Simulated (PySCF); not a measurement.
**Two runs on C$_{8}$H$_{16}$Si**

System: C$_{8}$H$_{16}$Si.
Method of run A: GIAO KT2/pcSseg-1 NMR shielding, non-relativistic, gas phase (PySCF 2.14.0).

The geometry comes from this level: PBE0-D3(BJ)/def2-SVP. Text and figures count atoms from 1; the logs count them from 0 in places.

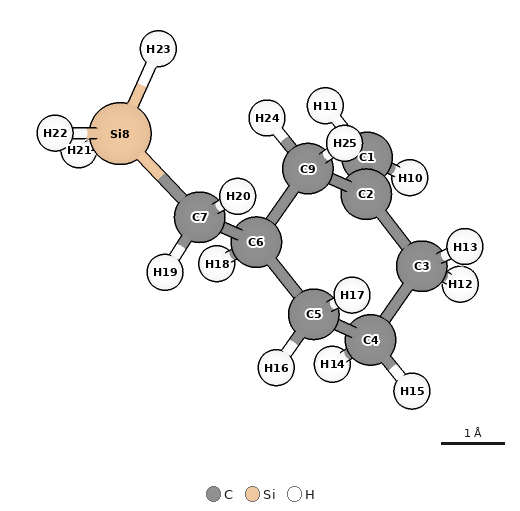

Figure 1. The structure as given in the input (ball-and-stick view, seen at a tilt; atoms are numbered from 1 in the order of the input).

### The input, run A
```
{"job": {"kind": "nmr", "xc": "KT2", "basis": "pcSseg-1", "pop": false}, "charge": 0, "multiplicity": 1}
C     -2.061623     1.518075     1.651942
C     -1.650749     0.782188     0.614339
C     -2.500146    -0.284019    -0.018300
C     -1.758826    -1.621597    -0.046804
C     -0.394136    -1.483069    -0.708845
C      0.469812    -0.415912    -0.034867
C      1.837236    -0.290595    -0.708080
Si     3.055229     0.911053     0.096225
C     -0.282328     0.922100     0.007335
H     -3.059049     1.389969     2.082412
H     -1.416053     2.277605     2.102440
H     -3.462885    -0.375822     0.507423
H     -2.726803     0.015158    -1.059338
H     -1.626503    -1.978769     0.989487
H     -2.364142    -2.382186    -0.565574
H      0.137450    -2.449348    -0.700458
H     -0.525250    -1.210836    -1.773308
H      0.627780    -0.731072     1.014250
H      2.329074    -1.278792    -0.733520
H      1.710923     0.009641    -1.764698
H      3.052535     0.737064     1.583431
H      4.436765     0.643988    -0.412113
H      2.724925     2.338519    -0.205217
H      0.297937     1.680491     0.557314
H     -0.383884     1.291013    -1.032032
```

The first line tells a small driver script what to run in PySCF; the rest is the geometry in Å.

Command:
```bash
OMP_NUM_THREADS=1 python <driver script> task.json out
```

Hardware: 1 CPU thread, shared host.

### Output, shortened to warnings, some set-up lines, iterations and results (run A)
```
coarse grid: 20232 points
[...]
cycle   1  E = -611.8855047984  dE =  5.685e-01  |g| = 6.073e-01  |ddm| = 4.479e+00
cycle   2  E = -611.7508053754  dE =  1.347e-01  |g| = 9.220e-01  |ddm| = 1.647e+00
cycle   3  E = -611.9906084792  dE = -2.398e-01  |g| = 1.376e-01  |ddm| = 1.152e+00
cycle   4  E = -611.9942228351  dE = -3.614e-03  |g| = 7.314e-02  |ddm| = 2.257e-01
cycle   5  E = -611.9956512581  dE = -1.428e-03  |g| = 1.727e-02  |ddm| = 7.558e-02
[... 6 lines ...]
cycle  12  E = -612.0209089084  dE = -9.232e-06  |g| = 2.472e-03  |ddm| = 8.139e-03
cycle  13  E = -612.0209105565  dE = -1.648e-06  |g| = 3.859e-04  |ddm| = 2.285e-03
cycle  14  E = -612.0209105946  dE = -3.813e-08  |g| = 1.094e-04  |ddm| = 5.762e-04
cycle  15  E = -612.0209105975  dE = -2.880e-09  |g| = 2.440e-05  |ddm| = 1.327e-04
cycle  16  E = -612.0209105977  dE = -1.617e-10  |g| = 6.460e-06  |ddm| = 3.461e-05
converged SCF energy = -612.0209105977

GIAO shielding tensors (ppm)
atom      isotropic    diamagn.    paramagn.     s11        s22        s33       span
  0 C       77.306     251.277    -173.972     -8.870    105.717    135.069    143.939
  1 C       35.652     261.581    -225.929    -74.148     24.390    156.714    230.862
  2 C      144.221     248.125    -103.904    139.291    139.815    153.558     14.267
  3 C      150.790     248.540     -97.750    145.191    149.885    157.294     12.103
  4 C      141.195     249.411    -108.216    129.787    135.731    158.067     28.280
  5 C      139.456     250.380    -110.923    131.454    141.096    145.819     14.365
  6 C      165.026     250.350     -85.324    149.265    153.092    192.722     43.457
  7 Si     431.788     881.998    -450.211    398.991    416.472    479.900     80.909
  8 C      137.094     251.959    -114.866    126.067    134.063    151.151     25.084
  9 H       26.394      29.250      -2.856     23.616     24.773     30.793      7.177
 10 H       26.399      31.666      -5.267     23.718     24.673     30.807      7.089
 11 H       29.043      29.650      -0.607     25.097     27.800     34.232      9.134
 12 H       29.155      29.477      -0.321     26.353     26.989     34.124      7.771
 13 H       29.781      31.097      -1.316     26.048     28.406     34.888      8.840
 14 H       29.372      28.344       1.028     24.266     27.640     36.209     11.942
 15 H       29.469      31.750      -2.281     24.843     29.197     34.367      9.524
 16 H       30.196      32.640      -2.444     26.459     30.224     33.904      7.445
 17 H       29.933      35.592      -5.660     26.791     30.176     32.831      6.040
 18 H       30.278      30.924      -0.647     24.757     29.691     36.385     11.629
 19 H       30.629      31.687      -1.058     26.544     30.197     35.146      8.602
 20 H       27.356      29.236      -1.880     24.159     25.867     32.043      7.884
 21 H       27.287      27.561      -0.274     23.927     24.931     33.003      9.076
 22 H       27.127      28.973      -1.846     23.520     26.081     31.779      8.259
 23 H       28.875      35.451      -6.576     23.641     30.825     32.159      8.518
 24 H       29.596      33.332      -3.737     26.559     29.416     32.812      6.252
```

For run B the input was changed thus:
```diff
-"xc": "KT2"
+"xc": "PBE0"
-"pop": false
```

What does this change do to the results?

The total energies belong to different methods, so their difference says nothing on which is more stable or more accurate. The HOMO goes from −5.97 to −7.05 eV. The LUMO goes from −0.64 to 0.38 eV. The dipole moment goes from 1.19 to 1.22 D. Of all shieldings, the largest change is that of Si8, by −13.1 ppm. The functional changes from KT2 to PBE0. Exact exchange removes part of the self-interaction error of semilocal functionals, which pushes filled and empty levels apart. The SCF takes 14 iterations against 16.

### Output (run B)
```
coarse grid: 20232 points
cycle   1  E = -603.2892361383  dE =  7.842e-01  |g| = 4.517e-01  |ddm| = 4.392e+00
cycle   2  E = -603.2795672778  dE =  9.669e-03  |g| = 4.995e-01  |ddm| = 9.330e-01
cycle   3  E = -603.3464824456  dE = -6.692e-02  |g| = 5.469e-02  |ddm| = 5.427e-01
cycle   4  E = -603.3469013861  dE = -4.189e-04  |g| = 3.559e-02  |ddm| = 9.406e-02
cycle   5  E = -603.3472008836  dE = -2.995e-04  |g| = 9.856e-03  |ddm| = 3.732e-02
cycle   6  E = -603.3472233463  dE = -2.246e-05  |g| = 3.016e-03  |ddm| = 1.042e-02
cycle   7  E = -603.3472255819  dE = -2.236e-06  |g| = 2.608e-04  |ddm| = 3.064e-03
final grid: 187544 points
cycle   8  E = -603.4037656387  dE = -5.751e-05  |g| = 9.146e-03  |ddm| = 4.095e-02
cycle   9  E = -603.4037519559  dE =  1.368e-05  |g| = 1.169e-02  |ddm| = 2.080e-02
cycle  10  E = -603.4037876666  dE = -3.571e-05  |g| = 1.739e-03  |ddm| = 1.255e-02
cycle  11  E = -603.4037883922  dE = -7.256e-07  |g| = 3.540e-04  |ddm| = 1.748e-03
cycle  12  E = -603.4037884216  dE = -2.939e-08  |g| = 1.027e-04  |ddm| = 3.638e-04
cycle  13  E = -603.4037884240  dE = -2.343e-09  |g| = 3.407e-05  |ddm| = 1.362e-04
cycle  14  E = -603.4037884243  dE = -2.851e-10  |g| = 3.304e-06  |ddm| = 3.927e-05
converged SCF energy = -603.4037884243

GIAO shielding tensors (ppm)
atom      isotropic    diamagn.    paramagn.     s11        s22        s33       span
  0 C       69.049     251.095    -182.045    -30.704    100.272    137.581    168.285
  1 C       27.400     261.332    -233.932    -97.335     18.261    161.273    258.608
  2 C      146.668     245.393     -98.725    141.508    142.565    155.932     14.423
  3 C      154.177     246.435     -92.258    149.655    153.517    159.358      9.703
  4 C      144.372     247.603    -103.231    133.754    138.970    160.393     26.639
  5 C      144.498     248.628    -104.130    136.713    146.026    150.756     14.043
  6 C      167.419     249.781     -82.362    152.574    155.959    193.725     41.151
  7 Si     418.681     878.869    -460.187    386.312    402.559    467.174     80.862
  8 C      139.793     249.371    -109.578    129.053    136.793    153.532     24.478
  9 H       26.282      29.445      -3.163     23.286     24.634     30.926      7.640
 10 H       26.291      31.325      -5.034     23.324     24.522     31.027      7.703
 11 H       29.146      29.913      -0.766     24.910     27.802     34.727      9.817
 12 H       29.380      29.079       0.301     26.519     27.022     34.598      8.079
 13 H       30.003      30.546      -0.543     26.135     28.437     35.438      9.303
 14 H       29.606      28.633       0.973     24.319     27.693     36.804     12.485
 15 H       29.680      31.664      -1.984     24.698     29.355     34.988     10.291
 16 H       30.326      32.103      -1.777     26.368     30.224     34.385      8.017
 17 H       30.173      34.878      -4.705     26.739     30.265     33.514      6.775
 18 H       30.488      30.861      -0.373     24.745     29.773     36.944     12.199
 19 H       30.809      31.361      -0.552     26.519     30.215     35.692      9.173
 20 H       27.452      28.907      -1.455     24.127     25.992     32.237      8.110
 21 H       27.398      27.492      -0.094     23.913     24.998     33.283      9.369
 22 H       27.250      28.708      -1.457     23.569     26.200     31.982      8.413
 23 H       29.044      34.952      -5.908     23.527     30.903     32.702      9.175
 24 H       29.817      32.831      -3.014     26.695     29.384     33.372      6.677
```

### The two runs side by side

```csv
quantity,run A,run B
outcome,converged,converged
total energy (hartree),−612.020911,−603.403788
HOMO (eV),−5.97,−7.05
LUMO (eV),−0.64,0.38
dipole moment (D),1.19,1.22
shielding of C1 (ppm),77.3,69.0
shielding of C2 (ppm),35.7,27.4
shielding of C4 (ppm),150.8,154.2
shielding of C5 (ppm),141.2,144.4
shielding of C6 (ppm),139.5,144.5
shielding of Si8 (ppm),431.8,418.7
shielding of C9 (ppm),137.1,139.8
SCF iterations,16,14
basis functions,240,240
wall time (shared host),72 s,68 s
```
